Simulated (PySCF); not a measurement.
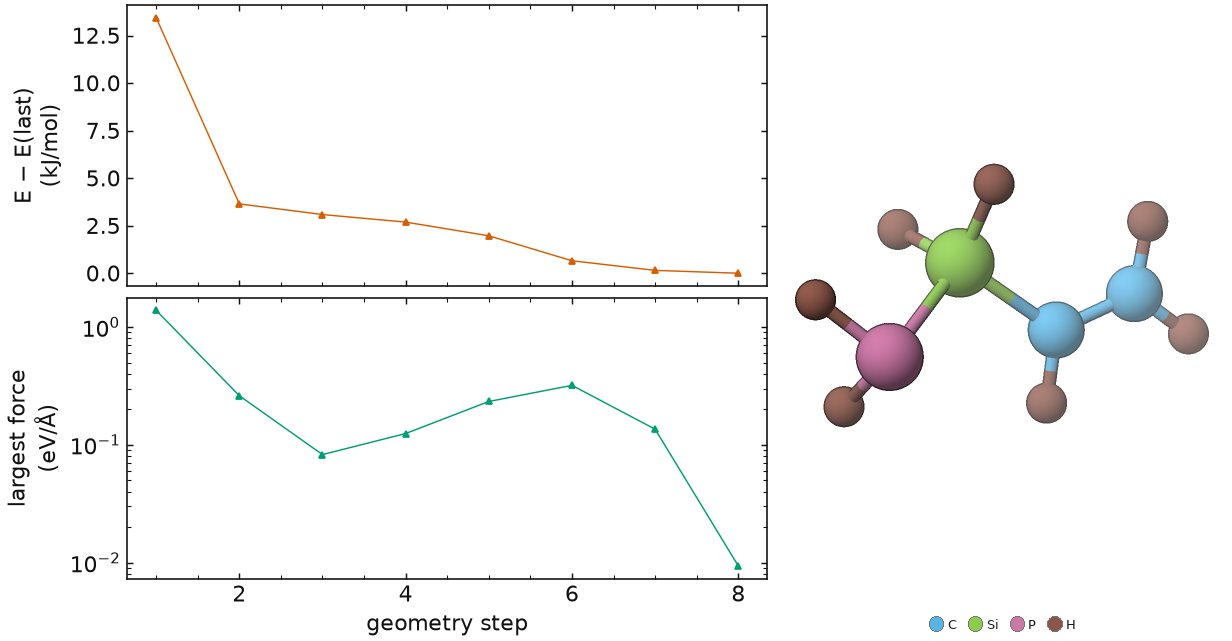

Beside the plot: the molecule at the start.

History of a geometry optimisation.

C2H7PSi (SMILES C=C[SiH2]P); PBE0-D3(BJ)/def2-SVP, geometry optimisation in PySCF.

Question: How did it end, and what did it gain?

Answer: The optimisation met its thresholds at geometry 8, counting the start as the first. The energy fell by about 13 kJ/mol from the first step to the last. The largest force goes from about 1.4 eV/Å at the start to 9 × 10⁻³ eV/Å at the end.

Question: By which step was nine tenths of the energy gained?

Answer: By step 6 of 8.
